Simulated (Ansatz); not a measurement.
**Abstraction of F: AlF3 + CH2Br → AlF2 + CH2BrF**

Species: AlF3 `[F][Al]([F])[F]`, singlet; CH2Br `[CH2]Br`, doublet; AlF2 `[F][Al][F]`, doublet; CH2BrF (bromofluoromethane) `FCBr`, singlet. A radical takes F: the energy is the difference in strength between the Al–F bond broken and the C–F bond made.

Shapes, held fixed at every level: PBE0-D4/def2-TZVP. Programs: Ansatz 0.2.0. Electronic energies: no zero-point or thermal term.

```csv
level,kind,ΔE (kJ/mol),less CCSD(T)/def2-TZVPP
HF/def2-SVP,Hartree–Fock,+194.1,+9.3
PBE-D4/def2-TZVPP,GGA,+150.0,-34.8
B3LYP-D4/def2-TZVPP,global hybrid,+173.2,-11.6
MP2/def2-SVP,perturbation theory,+178.6,-6.2
MP2/def2-TZVPP,perturbation theory,+179.1,-5.7
CCSD(T)/def2-SVP,coupled cluster or CI,+180.6,-4.2
CCSD/def2-TZVPP,coupled cluster or CI,+190.2,+5.4
CCSD(T)/def2-TZVPP,coupled cluster or CI,+184.8,0.0
```

The highest level, CCSD(T)/def2-TZVPP, gives ΔE = +184.8 kJ/mol; the levels span +150.0 to +194.1. The column of differences is taken from that level and isn't an error. No measured value is set beside it here. Open shells run unrestricted unless RO is named. Relativity is left out for Br unless named. Correlated rows may include outer-core shells of Br, which these sets cover unevenly.

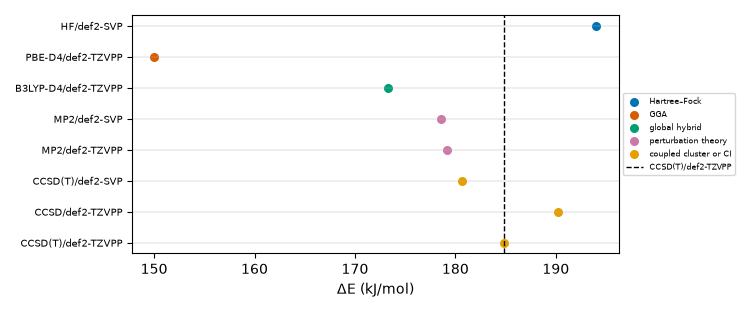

The values of the table, level by level.
